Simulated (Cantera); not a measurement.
Feed: 1 mol Si₃N₄, 1.4 mol CO₂, a varied amount of H₂, 0.74 mol H₂O, at 1698.15 K and 1.00 Torr.

Cantera equilibrium calculation (NASA polynomials, part measured and part estimated; ideal gas, pure solids and liquids). Candidate condensed phases: C, C₆H₆, C₇H₈, C₈H₁₈, H₂O, Si, SiC, SiO₂, Si₂N₂O, Si₃N₄; 151 gas species. Equilibrium is a limit: real reactors are often held back by kinetics, nucleation or transport.

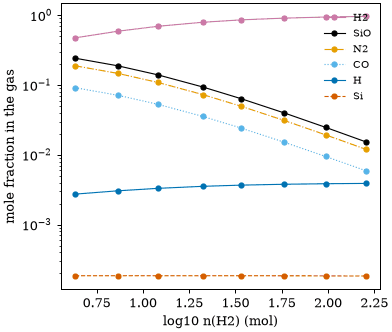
Equilibrium gas composition (values under 1e-9 drawn at 1e-9)

From 4.3 mol H₂ to 160 mol H₂ the condensed part is SiC(s). The main Si-bearing gas is SiO throughout.
